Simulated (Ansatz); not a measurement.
**C2H4ClSi (SMILES C=C[SiH]Cl): U-revPBE/def2-SVP**

What is the energy change on altering one bond length of C2H4ClSi at U-revPBE/def2-SVP? 

The calculation is run with Ansatz 0.2.0.

57 further runs of the same task are left out: 57 set aside as unsound or not needed.

### Step 1. Starting point

The species is C2H4ClSi (8 atoms), meant as a doublet with charge 0. As SMILES, `C=C[SiH]Cl`. The shape is that of a PBE0-D4/def2-TZVP optimisation.

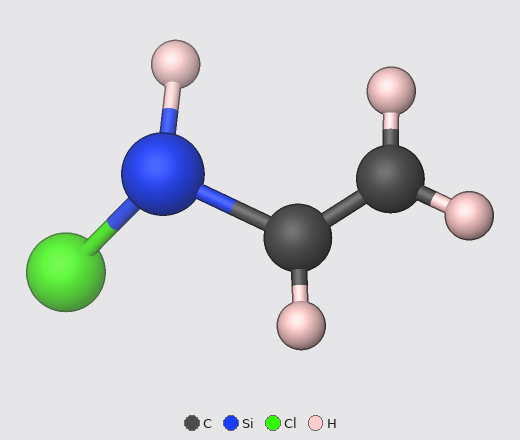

Viewed from a chosen angle; carbon dark grey, silicon blue, chlorine green, hydrogen pink.

### Step 2. A single-point energy at U-revPBE/def2-SVP

The input, job.yaml:

```yaml
crystal:
  periodic: [false, false, false]
  atoms:
    - {symbol: C, position_ang: [0.647000, 1.027000, -0.659700]}
    - {symbol: C, position_ang: [0.628500, -0.066700, 0.105400]}
    - {symbol: Si, position_ang: [-0.903600, -0.642600, 0.947100]}
    - {symbol: Cl, position_ang: [-1.031600, -2.697900, 0.941300]}
    - {symbol: H, position_ang: [-0.256900, 1.588200, -0.880600]}
    - {symbol: H, position_ang: [1.563900, 1.404900, -1.102500]}
    - {symbol: H, position_ang: [1.561300, -0.591000, 0.301600]}
    - {symbol: H, position_ang: [-2.116300, -0.079100, 0.291500]}
basis:
  gaussian:
    orbitals: def2-SVP
accuracy: high
hamiltonian:
  xc: {name: revPBE}
output:
  orbitals: {seedname: orbitals}
magnetization:
  spin_polarized: true
  initial_magnetization: 1
```

Command:

```bash
$ ansatz run job.yaml --threads 1 --pin off --max-ram 3480MiB --events-out events.jsonl --progress --plain --runs-dir runs
```

Log:

```text
Warning: RAYON_NUM_THREADS=1 ignored (pool sized by the plan → 1); use --threads N
Functional definition: revPBE
  name "revPBE"
  parameter kappa = 1.245
  parameter beta = 0.06672455060314922
  exchange = pbe_x(kappa = kappa, mu = beta*pi^2/3)
  correlation = pbe_c(beta = beta)
1845 factors; integrals over basis functions are off by at most 4.0e-9 eV
mean field evaluation 1: about -22511.4923 eV, gradient 4.7e1 eV
mean field evaluation 2: about -22379.7522 eV, gradient 1.3e2 eV
mean field evaluation 4: about -22526.0209 eV, gradient 6.2e0 eV
mean field evaluation 8: about -22526.3050 eV, gradient 6.4e-2 eV
mean field evaluation 16: about -22526.2976 eV, gradient 8.3e-5 eV
mean field -22526.29764520 eV, -827.8261695882 hartree, gradient 2.1e-8 eV, S^2 0.753939; 0 other end points of the search recorded, 0 dependent functions left out
reference -22526.29764905 eV, -827.8261697298 hartree; 24, 23 occupied and 60, 61 virtual orbitals, 1845 factors
Total energy: -22526.29764905 eV, -827.8261697298 hartree
```

It took 6.6 s on 1 thread of Intel Xeon Platinum 8488C (Sapphire Rapids), shared host; peak memory 0.28 GiB.

### Step 3. The distorted shape at the same level

The input, job.yaml:

```yaml
crystal:
  periodic: [false, false, false]
  atoms:
    - symbol: C
      position_ang: [0.669200, 2.339414, -1.577802]
    - symbol: C
      position_ang: [0.628500, -0.066700, 0.105400]
    - symbol: Si
      position_ang: [-0.903600, -0.642600, 0.947100]
    - symbol: Cl
      position_ang: [-1.031600, -2.697900, 0.941300]
    - symbol: H
      position_ang: [-0.234700, 2.900614, -1.798702]
    - symbol: H
      position_ang: [1.586100, 2.717314, -2.020602]
    - symbol: H
      position_ang: [1.561300, -0.591000, 0.301600]
    - symbol: H
      position_ang: [-2.116300, -0.079100, 0.291500]
basis:
  gaussian: {orbitals: def2-SVP}
magnetization: {spin_polarized: true, initial_magnetization: 1}
hamiltonian: {xc: {name: revPBE}}
accuracy: high
output: {orbitals: {seedname: orbitals}}
```

Command:

```bash
$ ansatz run job.yaml --threads 1 --pin off --max-ram 3480MiB --events-out events.jsonl --progress --plain --runs-dir runs
```

Log, shortened:

```text
Warning: RAYON_NUM_THREADS=1 ignored (pool sized by the plan → 1); use --threads N
[... 2 set-up lines as earlier in the session ...]
[...]
1768 factors; integrals over basis functions are off by at most 9.3e-9 eV
[...]
mean field -22519.87513724 eV, -827.5901467739 hartree, gradient 3.0e-8 eV, S^2 1.670781; 8 other end points of the search recorded, 0 dependent functions left out
reference -22519.87514138 eV, -827.5901469261 hartree; 24, 23 occupied and 60, 61 virtual orbitals, 1768 factors
Total energy: -22519.87514138 eV, -827.5901469261 hartree
```

Run time: 22 s. Hardware: 1 thread of Intel Xeon Platinum 8488C (Sapphire Rapids), shared host; peak memory 0.28 GiB.

### Step 4. Summary of results

Level: U-revPBE/def2-SVP.

| quantity | value |
| --- | --- |
| first shape: total energy | -827.82617 Eh |
| first shape: HOMO energy (highest over α and β) | -4.80 eV |
| first shape: LUMO energy (lowest over α and β) | -3.26 eV |
| first shape: ⟨S²⟩ | 0.754 |
| distorted shape: total energy | -827.59015 Eh |
| distorted shape: HOMO energy (highest over α and β) | -5.44 eV |
| distorted shape: LUMO energy (lowest over α and β) | -3.81 eV |
| distorted shape: ⟨S²⟩ | 1.671 |
| energy change with the C1–C2 bond stretched from 1.335 to 2.937 Å | 6.423 eV |

What this shows: With the C1–C2 bond stretched from 1.335 to 2.937 Å the energy rises by 6.42 eV (620 kJ/mol). The first shape isn't relaxed at this level, so the change isn't measured from a minimum. ⟨S²⟩ (distorted shape) is 1.67 where a pure doublet has 0.75: the reference is spin-contaminated.
